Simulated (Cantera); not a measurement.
Charge: 1 mol HgO, 4.1 mol N2, at 13.3 mbar.

Method: chemical equilibrium by Gibbs-energy minimisation in Cantera with the NASA 1993 tables (ideal gas, pure condensed phases). Candidate condensed phases: Hg, HgO; 10 gas species. Kinetics and transport are ignored.

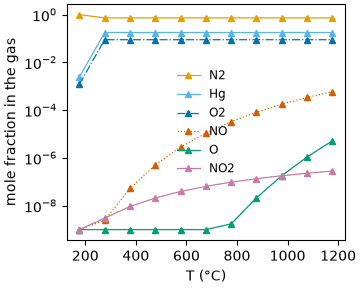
Figure: Equilibrium gas composition (values under 1e-9 drawn at 1e-9)

Read off the mole fractions at 1077 °C.

N2 about 0.73, Hg about 0.18, O2 about 0.089, NO about 0.00034, O about 1.1e-6, NO2 about 2.3e-7.
